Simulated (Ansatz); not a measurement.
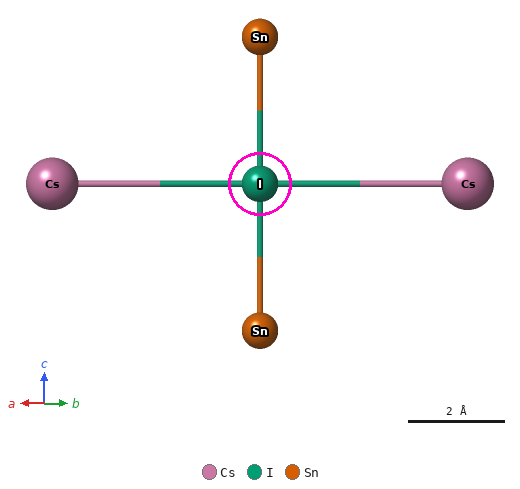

Perfect CsSnI3. A ball-and-stick model of the atoms within 6.0 Å of one point, in a slice 3.4 Å thick across the line of sight, seen along [110].

All numbers below come from Ansatz, DFT, PBEsol, PAW, plane waves. Settings: plane-wave cutoff 420 eV; k-point mesh 1 × 1 × 1; mesh shifted by (0.25, 0.25, 0.25); collinear spin. Fermi-Dirac smearing of 0.01 eV. A uniform background neutralises the charged cell. The axes drawn are those of the host's conventional cell.

An iodine atom is replaced by caesium at the ringed place, in charge state −1. The supercell has 40 sites, and the atoms are relaxed at the host's cell.

> Predict the relaxed surroundings of the defect.

In the host the I atom has 2 Sn at 3.08 Å; the Cs atom ends with 5 I at 3.75 to 3.86 Å, 1 Cs at 3.80 Å, 1 Sn at 3.93 Å. Of the host's atoms, a caesium atom moves furthest from its site, by 1.50 Å. The Cs atom itself moves 2.58 Å from where it was put. The cell's net moment is 0.99 μB.

The relaxed defect, seen from the same direction:

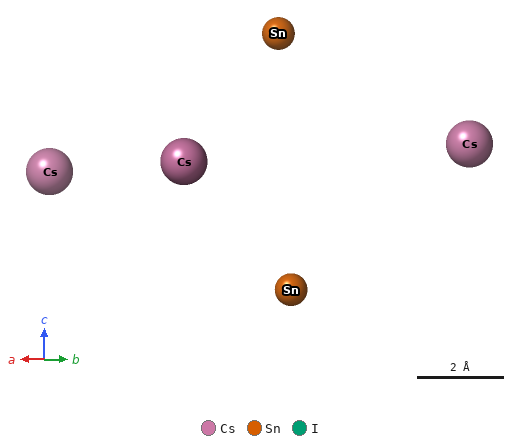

Limits of the set-up: the cell is charged, on a uniform background, and energies carry no finite-size correction.
